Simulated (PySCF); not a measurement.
## Electronic structure of CoCl (charge −1, quartet) in real space

```xyz
2

Co    0.0000    0.0000   -0.8398
Cl    0.0000    0.0000    1.4152
```

Computed with PBE0/def2-TZVPPD, non-relativistic Hamiltonian with scalar-relativistic core potentials where named, at a bond length of 2.255 Å (PySCF 2.14.0).

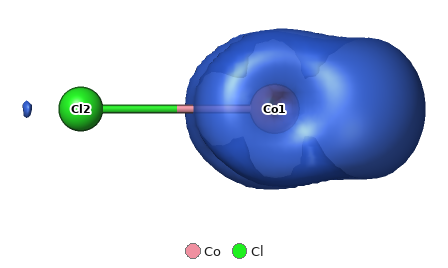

Figure 1. Isosurfaces of the spin density (α minus β) at +0.04 (blue) and −0.04 e/Å³ (red), seen from one side.

Where is the unpaired spin?

The unpaired spin (3 electrons) lies mostly on Co1 (about 2.9) and Cl2 (about 0.1), in electrons by Hirshfeld's partition. Only one sign reaches the isovalue.

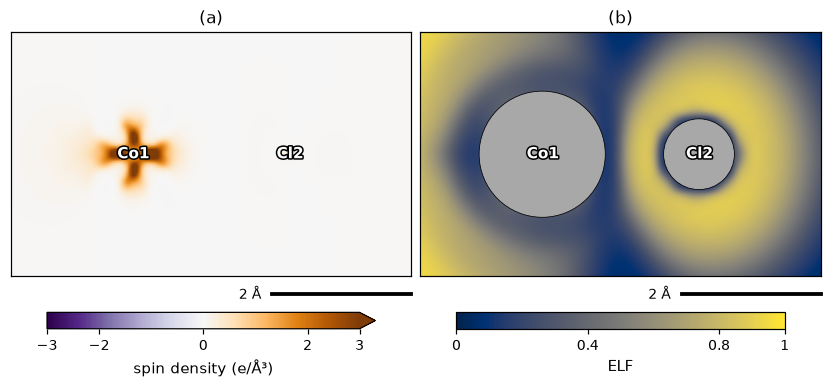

Figure 2. (a) spin density (α minus β); (b) ELF on a plane that holds the molecular axis. Grey discs cover the atomic cores in the ELF map.

What do the fields say about this system?

- The section cuts through Co and Cl sites.
- Co–Cl (2.25 Å): the ELF peaks at about 0.85 in the valence shell of Cl, 0.8 Å from its nucleus, and is about 0.40 at the midpoint.
